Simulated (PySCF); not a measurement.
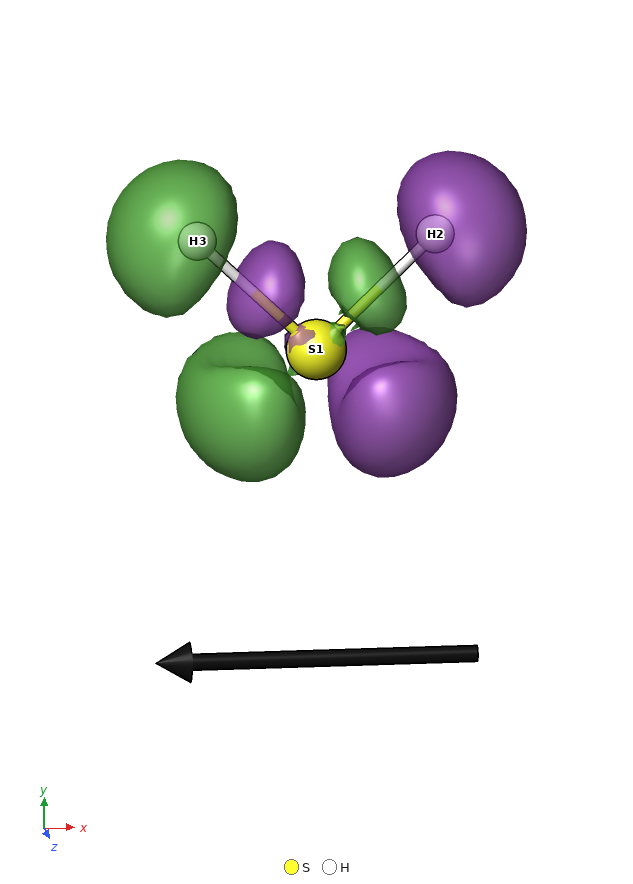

Figure. H₂S, SMILES `S`. Change of the electron density in a uniform field of 0.26 V/Å along −x (arrow), surfaces at ±0.003 e/Å³ (purple: gain, green: loss).

PySCF calculation, PBE/cc-pVDZ, gas phase; geometry: GFN2-xTB. No frequency check shows the geometry to be a minimum. A basis without diffuse functions makes polarisabilities too small. GFN2-xTB bond lengths at metals and heavier atoms can be off by up to 0.1 Å and shapes distorted, which carries into these values.

Q: How large is the response?

A: The induced dipole is 0.23 D (along the field); α along this axis, from the fields in both directions, is 18 bohr³ (2.6 Å³).

Q: Which atoms gain and lose the most charge?

A: Electrons gather most on H2 (Hirshfeld charge changes by −0.010 e) and leave H3 most (+0.010 e); 0.026 electrons are displaced in all.
